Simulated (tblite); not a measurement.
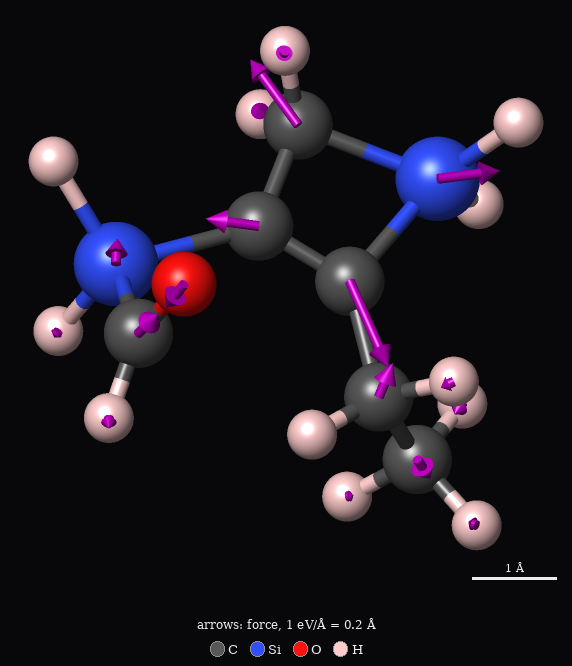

Starting geometry of C6H12OSi2 with the computed forces as purple arrows. Style: ball-and-stick. Shown at a tilt.

These are results of GFN2-xTB geometry optimisation, gas phase (tblite), not measurements. 

Question: Is this structure relaxed? If not, where do the atoms go?

Answer: It isn't relaxed: the largest force vector, on a C atom, is 6.00 eV/Å. The final displacements have little in common with the starting forces (cosine between the two patterns 0.06). The largest move after the best rigid fit is that of the O atom, 1.72 Å. Largest moves by element: O 1.72 Å, H 1.53 Å, C 0.89 Å, Si 0.50 Å. Among the contacts that change: C–Si 1.807 → 1.923 Å, C–Si 1.808 → 1.897 Å, C–Si 1.849 → 1.916 Å, C–C 1.283 → 1.348 Å. Among the angles between lasting bonds that change: C–Si–H 114.3° → 105.5°, Si–C–H 110.1° → 117.5°, Si–C–C 130.1° → 123.3°. Groups turn about C–Si by about 55°, C–Si by about 50°, C–C by about 20°. The energy falls by 25.1 kcal/mol in 178 geometry steps. The run took 3 s on 1 thread of Arm Neoverse N1 (shared host).
